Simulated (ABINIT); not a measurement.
Band structure of GaAs (F-43m, 2 atoms in the cell).

```
GaAs
1.0
    0.00000     2.82500     2.82500
    2.82500     0.00000     2.82500
    2.82500     2.82500     0.00000
Ga As
1 1
Direct
  0.00000   0.00000   0.00000
  0.25000   0.25000   0.25000
```

Computed with PBE, norm-conserving pseudopotentials (PseudoDojo nc-sr-05 PBE standard) (plane waves; ABINIT).

Settings: pseudos = [Ga.upf, As.upf]; ecut = 42 Ha; ixc = 11; occopt = 3; tsmear = 0.01 eV; ngkpt = 8 8 8; nshiftk = 1; shiftk = 0 0 0; potentials = PseudoDojo nc-sr-05 PBE standard; kptopt = 1; nstep = 100; tolvrs1 = 1e-10; ndtset = 2.

The starting cell has typed, rounded lattice constants, without a prior relaxation at this level.

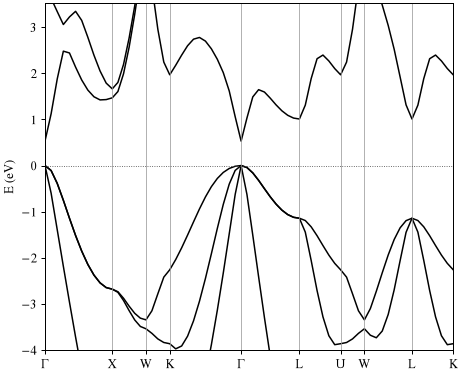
Figure. Bands along the path, energies from the top of the valence band on the SCF mesh.

### Question
Read off roughly the gap and where its edges lie.

### Answer
The gap along the path is about 0.5 eV (computed: 0.53 eV), direct at Γ to within 0.01 eV.

Levels in eV from the top of the valence band on the SCF mesh, bands 11 to 18:
| point | 11 | 12 | 13 | 14 | 15 | 16 | 17 | 18 |
|---|---|---|---|---|---|---|---|---|
| Γ | -12.74 | 0.00 | 0.00 | 0.00 | 0.53 | 3.74 | 3.74 | 3.74 |
| X | -10.24 | -6.82 | -2.68 | -2.68 | 1.47 | 1.66 | 10.19 | 10.19 |
| W | -10.18 | -6.63 | -3.54 | -3.35 | 4.63 | 4.73 | 5.43 | 6.06 |
| K | -10.27 | -6.63 | -3.86 | -2.26 | 1.97 | 4.65 | 7.97 | 8.08 |
| L | -10.97 | -6.64 | -1.14 | -1.14 | 1.01 | 4.65 | 4.65 | 7.77 |
| U | -10.27 | -6.63 | -3.86 | -2.26 | 1.97 | 4.65 | 7.97 | 8.08 |
